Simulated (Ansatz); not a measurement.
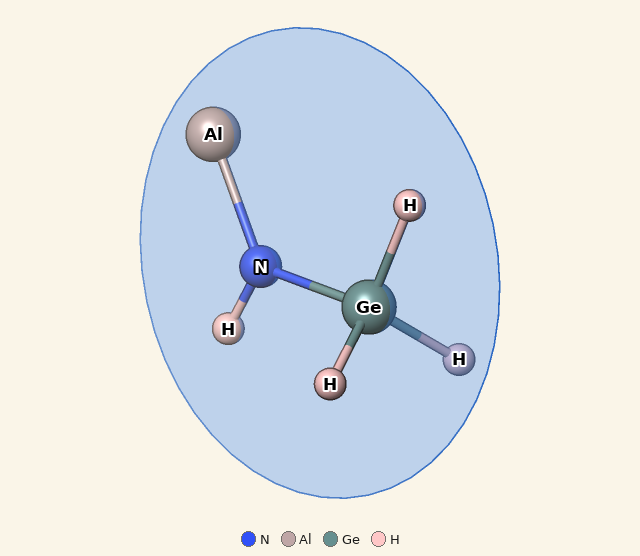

All proper rotation axes (lines) and mirror planes (discs) of the structure are drawn in. Depth is shown by fading: the farther an atom, the more it takes the colour of the background. Computed geometry: PBE0-D4/def2-TZVP optimisation. No frequency run is at hand to confirm it as a minimum.

Q: Name the symmetry elements and the point group.

A: It has 1 mirror plane. Point group Cs. The group has 2 operations. The geometry is achiral, and symmetry allows a dipole moment.
